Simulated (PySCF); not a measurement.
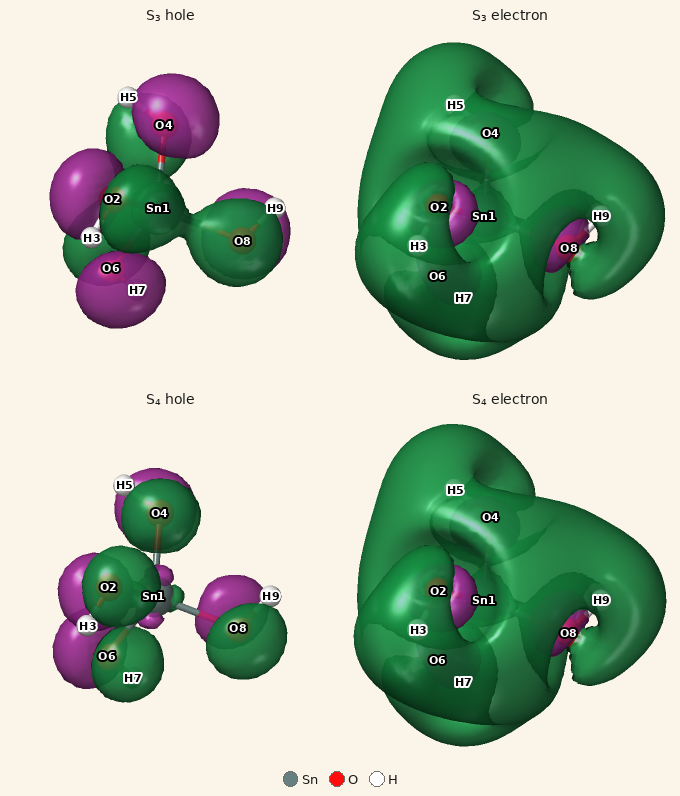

Figure 1: Sn(OH)4 (H$_{4}$O$_{4}$Sn). Leading natural transition orbitals (TDA singlet states).

Method: M06-2X/def2-TZVP; geometry: GFN2-xTB; program: PySCF. Core potentials replace the inner electrons of Sn; spin–orbit coupling isn't included. No frequency check shows the geometry to be a minimum. GFN2-xTB bond lengths at metals and heavier atoms can be off by up to 0.1 Å and shapes distorted, which carries into these values. Without diffuse functions Rydberg states are missing, so the states' numbers hold for this basis only.

Cartesian coordinates (Å):

```
Sn1     -0.0000    0.0000    0.0002
O2      -1.4441    0.6524    1.0260
H3      -2.0727   -0.0157    1.3022
O4       0.6528    1.4434   -1.0263
H5      -0.0160    2.0702   -1.3061
O6      -0.6528   -1.4434   -1.0263
H7       0.0160   -2.0702   -1.3061
O8       1.4441   -0.6524    1.0260
H9       2.0728    0.0157    1.3022
```

**Describe these excited states.**

By state:
- S₃: 7.34 eV (169 nm), f = 0.000 (dark); the leading pair carries 86 %; hole on O2, O4, O6 and O8 (21 % each) and Sn1 (10 %), electron on Sn1 (41 %), O2, O4, O6 and O8 (10 % each) and H3, H5, H7 and H9 (5 % each); their centroids lie 0.0 Å apart; S₄ lies within 0.1 eV of it.
- S₄: 7.36 eV (168 nm), f = 0.197 (bright); the leading pair carries 90 %; hole on O2, O4, O6 and O8 (21 % each) and Sn1 (10 %), electron on Sn1 (41 %), O2, O4, O6 and O8 (10 % each) and H3, H5, H7 and H9 (5 % each); their centroids lie 0.0 Å apart; S₃ lies within 0.1 eV of it.
